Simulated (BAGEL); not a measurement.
**HF/cc-pVDZ (density fitting with qzvpp-jkfit) run of C2H4O2Si (SMILES C=C1O[SiH2]O1)**

Aim: the vertical ionisation energy of C2H4O2Si at HF/cc-pVDZ (density fitting with qzvpp-jkfit), from 2 runs. 

The results are computed with BAGEL 1.2.2.

## (1) The system as given

C2H4O2Si has 9 atoms, charge 0, and is taken as a singlet. As SMILES, `C=C1O[SiH2]O1`. The shape is that of a PBE0-D4/def2-TZVP optimisation.

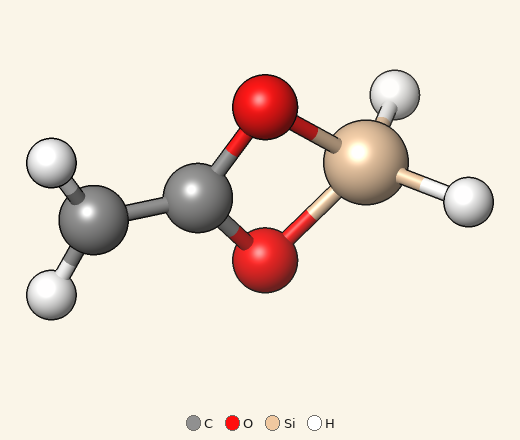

Viewed from a chosen angle; carbon grey, oxygen red, silicon light orange, hydrogen white.

## (2) A single-point energy at HF/cc-pVDZ (density fitting with qzvpp-jkfit)

hf.json

```json
{ "bagel": [

{
  "title": "molecule",
  "basis": "cc-pvdz.json",
  "df_basis": "qzvpp-jkfit",
  "angstrom": true,
  "geometry": [
    { "atom": "C", "xyz": [    0.527300,    1.358500,   -1.129600 ] },
    { "atom": "C", "xyz": [    0.157300,    0.383100,   -0.322900 ] },
    { "atom": "O", "xyz": [   -0.585200,    0.473600,    0.838200 ] },
    { "atom": "Si", "xyz": [   -0.440000,   -1.190500,    0.978300 ] },
    { "atom": "O", "xyz": [    0.421700,   -0.967300,   -0.442100 ] },
    { "atom": "H", "xyz": [    0.243100,    2.374800,   -0.904500 ] },
    { "atom": "H", "xyz": [    1.111300,    1.132600,   -2.008400 ] },
    { "atom": "H", "xyz": [   -1.701100,   -1.949600,    0.840800 ] },
    { "atom": "H", "xyz": [    0.354100,   -1.661500,    2.132900 ] }
  ]
},
{ "title": "hf" },
{ "title": "print", "file": "orbitals.molden", "orbitals": true }

]}
```

The basis set cc-pVDZ is read from a file made from the Basis Set Exchange's data (not shown).

Command:

```console
$ BAGEL_NUM_THREADS=1 BAGEL hf.json > hf.out
```

Standard output:

```text
* using 1 threads per process

  ===============================================================
  ===============================================================

  *** Geometry ***

  { "atom" : "C", "xyz" : [      0.996453,      2.567193,     -2.134635 ] },
  { "atom" : "C", "xyz" : [      0.297254,      0.723954,     -0.610193 ] },
  { "atom" : "O", "xyz" : [     -1.105868,      0.894974,      1.583968 ] },
  { "atom" : "Si", "xyz" : [     -0.831479,     -2.249719,      1.848719 ] },
  { "atom" : "O", "xyz" : [      0.796898,     -1.827932,     -0.835448 ] },
  { "atom" : "H", "xyz" : [      0.459392,      4.487722,     -1.709257 ] },
  { "atom" : "H", "xyz" : [      2.100053,      2.140304,     -3.795326 ] },
  { "atom" : "H", "xyz" : [     -3.214613,     -3.684210,      1.588882 ] },
  { "atom" : "H", "xyz" : [      0.669152,     -3.139780,      4.030597 ] },

  Number of auxiliary basis functions:      504

  Since a DF basis is specified, we compute 2- and 3-index integrals:
    o Being stored without compression. Storage requirement is 0.036 GB

  Number of basis functions:       94
  Number of electrons      :       46

    * METHOD: MOLECULE                             0.47

  *** RHF ***

  === Nuclear Repulsion ===
   231.1289581710

      * DIIS with orbital gradients will be used.

  === RHF iteration (cc-pvdz.json) ===
      0       -516.49699387          0.01436597           0.13
      1       -516.67520180          0.00907612           0.12
      2       -516.74202438          0.00142113           0.12
      3       -516.74414198          0.00045808           0.12
      4       -516.74435618          0.00013996           0.12
      5       -516.74438139          0.00004402           0.12
      6       -516.74438510          0.00002971           0.12
      7       -516.74438613          0.00000446           0.12
      8       -516.74438616          0.00000134           0.12
      9       -516.74438617          0.00000061           0.12
     10       -516.74438617          0.00000021           0.12
     11       -516.74438617          0.00000006           0.12
     12       -516.74438617          0.00000002           0.12
     13       -516.74438617          0.00000001           0.12
    * SCF iteration converged.

    * Permanent dipole moment:
           (    0.242848,     0.639546,    -0.528773) a.u.

    * METHOD: HF                                   2.02

    * METHOD: PRINT                                0.03

  ===============================================================
```

It took 2.7 s on 1 thread of Arm Neoverse N1, shared host; peak memory 0.14 GiB.

## (3) The doublet cation

input.json

```json
{ "bagel": [

{
  "title": "molecule",
  "basis": "cc-pvdz.json",
  "df_basis": "qzvpp-jkfit",
  "angstrom": true,
  "geometry": [
    { "atom": "C", "xyz": [    0.527300,    1.358500,   -1.129600 ] },
    { "atom": "C", "xyz": [    0.157300,    0.383100,   -0.322900 ] },
    { "atom": "O", "xyz": [   -0.585200,    0.473600,    0.838200 ] },
    { "atom": "Si", "xyz": [   -0.440000,   -1.190500,    0.978300 ] },
    { "atom": "O", "xyz": [    0.421700,   -0.967300,   -0.442100 ] },
    { "atom": "H", "xyz": [    0.243100,    2.374800,   -0.904500 ] },
    { "atom": "H", "xyz": [    1.111300,    1.132600,   -2.008400 ] },
    { "atom": "H", "xyz": [   -1.701100,   -1.949600,    0.840800 ] },
    { "atom": "H", "xyz": [    0.354100,   -1.661500,    2.132900 ] }
  ]
},
{ "title": "uhf", "charge": 1, "nopen": 1 },
{ "title": "print", "file": "orbitals.molden", "orbitals": true }

]}
```

The basis set cc-pVDZ is read from a file made from the Basis Set Exchange's data (not shown).

Command:

```console
$ BAGEL_NUM_THREADS=1 BAGEL input.json > input.out
```

Standard output:

```text
* using 1 threads per process

  ===============================================================
  ===============================================================

  *** Geometry ***

  { "atom" : "C", "xyz" : [      0.996453,      2.567193,     -2.134635 ] },
  { "atom" : "C", "xyz" : [      0.297254,      0.723954,     -0.610193 ] },
  { "atom" : "O", "xyz" : [     -1.105868,      0.894974,      1.583968 ] },
  { "atom" : "Si", "xyz" : [     -0.831479,     -2.249719,      1.848719 ] },
  { "atom" : "O", "xyz" : [      0.796898,     -1.827932,     -0.835448 ] },
  { "atom" : "H", "xyz" : [      0.459392,      4.487722,     -1.709257 ] },
  { "atom" : "H", "xyz" : [      2.100053,      2.140304,     -3.795326 ] },
  { "atom" : "H", "xyz" : [     -3.214613,     -3.684210,      1.588882 ] },
  { "atom" : "H", "xyz" : [      0.669152,     -3.139780,      4.030597 ] },

  Number of auxiliary basis functions:      504

  Since a DF basis is specified, we compute 2- and 3-index integrals:
    o Being stored without compression. Storage requirement is 0.036 GB

  Number of basis functions:       94
  Number of electrons      :       46

    * METHOD: MOLECULE                             0.47

  *** Open-shell HF ***

  === Nuclear Repulsion ===
   231.1289581710

      * DIIS with orbital gradients will be used.

  === UHF iteration (cc-pvdz.json) ===
      0       -516.21754498          0.02915429           0.24
      1       -516.36722739          0.02184798           0.24
      2       -516.41491578          0.01439474           0.24
      3       -516.45648122          0.00101001           0.24
      4       -516.45696716          0.00022132           0.24
      5       -516.45702054          0.00009719           0.24
      6       -516.45703349          0.00003400           0.24
      7       -516.45703616          0.00001501           0.24
      8       -516.45703684          0.00000619           0.24
      9       -516.45703700          0.00000319           0.24
     10       -516.45703704          0.00000101           0.24
     11       -516.45703705          0.00000033           0.24
     12       -516.45703705          0.00000019           0.24
     13       -516.45703705          0.00000012           0.24
     14       -516.45703705          0.00000007           0.24
     15       -516.45703705          0.00000004           0.24
     16       -516.45703705          0.00000002           0.24
     17       -516.45703705          0.00000001           0.24
    * SCF iteration converged.

    * S^2 (UHF) is 0.7580

    * Permanent dipole moment:
           (   -0.266955,    -0.703934,     0.582234) a.u.

    * METHOD: UHF                                  4.57

    * METHOD: PRINT                                0.03

  ===============================================================
```

Run time: 5.4 s. Hardware: 1 thread of Arm Neoverse N1, shared host; peak memory 0.14 GiB.

## (4) Outcome

Level: HF/cc-pVDZ (density fitting with qzvpp-jkfit).

| quantity | value |
| --- | --- |
| singlet C2H4O2Si: total energy | -516.74439 Eh |
| singlet C2H4O2Si: dipole moment | 2.20 D |
| singlet C2H4O2Si: HOMO energy | -9.23 eV |
| singlet C2H4O2Si: LUMO energy | 2.83 eV |
| singlet C2H4O2Si: HOMO–LUMO gap | 12.06 eV |
| doublet cation: total energy | -516.45704 Eh |
| doublet cation: ⟨S²⟩ | 0.758 |
| vertical ionisation energy (to the doublet cation) | 7.819 eV |

In words: The vertical ionisation energy comes to 7.82 eV (754 kJ/mol). The negative HOMO energy of the first species, 9.23 eV, lies 1.41 eV above that difference.
